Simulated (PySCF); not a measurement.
C5H16OSi2 (SMILES COCCCC([SiH3])[SiH3])

```xyz
24

C    -3.8675    0.7103    0.1816
O    -2.5431    0.5921   -0.2594
C    -2.0140   -0.7024   -0.0791
C    -0.5780   -0.7326   -0.5915
C     0.3408    0.1477    0.2523
C     1.7524    0.2850   -0.3234
Si    2.7349    1.5722    0.6831
Si    2.6651   -1.3817   -0.4654
H    -4.5281    0.0117   -0.3490
H    -4.1787    1.7318   -0.0281
H    -3.9504    0.5170    1.2594
H    -2.0424   -0.9746    0.9886
H    -2.6281   -1.4338   -0.6300
H    -0.2264   -1.7656   -0.5818
H    -0.5747   -0.3762   -1.6232
H    -0.1251    1.1340    0.3256
H     0.3972   -0.2643    1.2639
H     1.6560    0.6853   -1.3391
H     2.9182    1.0974    2.0570
H     1.9952    2.8376    0.7144
H     4.0431    1.7959    0.0659
H     2.5789   -2.0986    0.8097
H     4.0702   -1.1444   -0.8021
H     2.0929   -2.2242   -1.5220
```

Geometry: GFN2-xTB.

These are results of PySCF 2.14.0, PBE0/pcSseg-1, SCF density, gas phase, non-relativistic, not measurements.

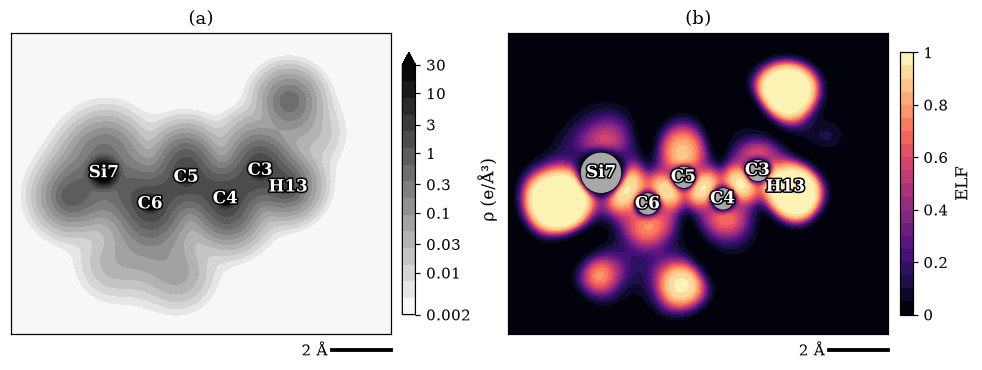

Figure 1. (a) total electron density; (b) electron localisation function on the plane of atoms C4, C3 and H13. Grey discs cover the atomic cores in the ELF map.

**What do the fields say about this system?**

The plane passes through C, Si and H nuclei. C–C (1.53 Å): the density is about 1.7 e/Å³ at the midpoint; the ELF peaks at about 0.95 between the atoms (localised, covalent bonding). C–Si (1.91 Å): ρ at the midpoint is about 0.89 e/Å³; the ELF peaks at about 0.95 between the atoms (localised, covalent bonding). C–H (1.10 Å): the density is about 2 e/Å³ at the midpoint; the ELF climbs to about 1 towards the hydrogen, as it does in any bond to H (a covalent bond by its length).

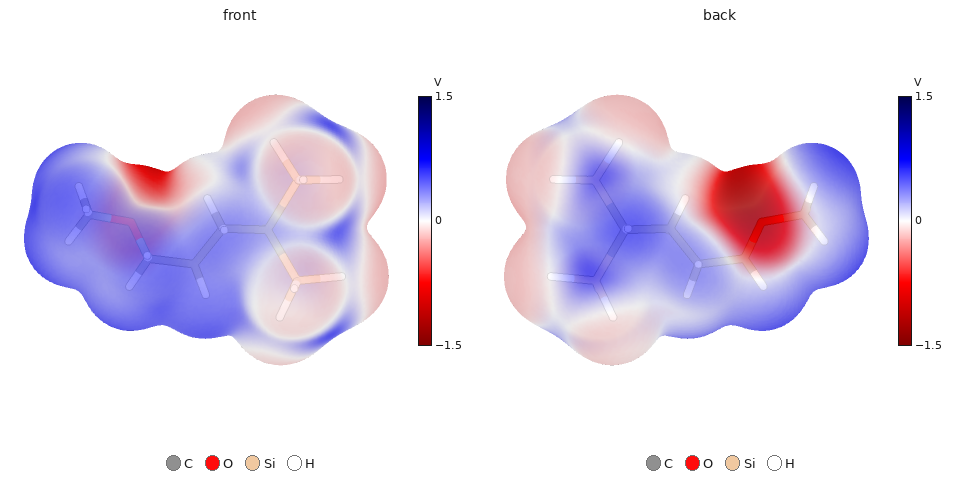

Figure 2. The electrostatic potential painted on the density surface at 0.001 e/bohr³, seen from the front and from behind; red is negative and blue positive.

**Which sites attract a positive test charge, and which a negative one?**

A positive charge is drawn to the negative regions and a negative charge to the positive ones. The most negative region (about −1.2 V) lies over O2, the most positive (about +0.6 V) over the C, H and Si atoms. O2 is the likeliest acceptor of a hydrogen bond.
